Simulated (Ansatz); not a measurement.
Method: PBE (plane waves to 420 eV, PAW; Ansatz, a quantum-chemistry and plane-wave program).

Host crystal: anatase TiO2, with a band gap (PBE, scalar-relativistic without spin-orbit coupling).

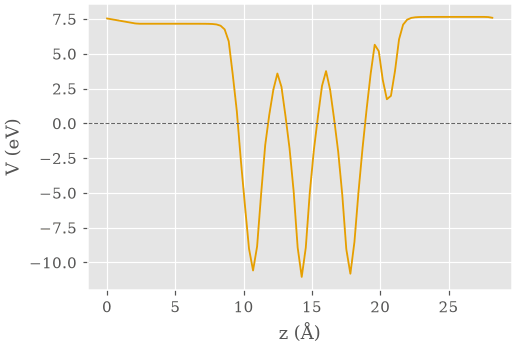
Plane-averaged electrostatic potential energy along the normal, in eV from the highest filled level, for Cl on the 1x1 (101) surface of anatase TiO2 (cut with top plane O), one in a 1x1 cell, started at the site 'bridge O-O (span 2.8 Å)'

Set-up: 19 atoms, 9.4 Å thick at the start under the adsorbate (thin: gaps and levels are the slab's own); mesh 6x4x1; 0.01 eV smearing; dipole correction on; 7 atoms held, the rest relaxed; no symmetry held; spin-polarised, ending with about 1.0 μB a cell; orders that need a larger cell were not tried, no spin-orbit, no U, no dispersion correction. At the end it is bonded to Ti. In PBE it is, or lies within 0.03 eV of, the lowest of the starts that converged.

The vacuum level lies 7.65 eV above the highest filled level over the top face and 7.16 eV above it under the bottom face.
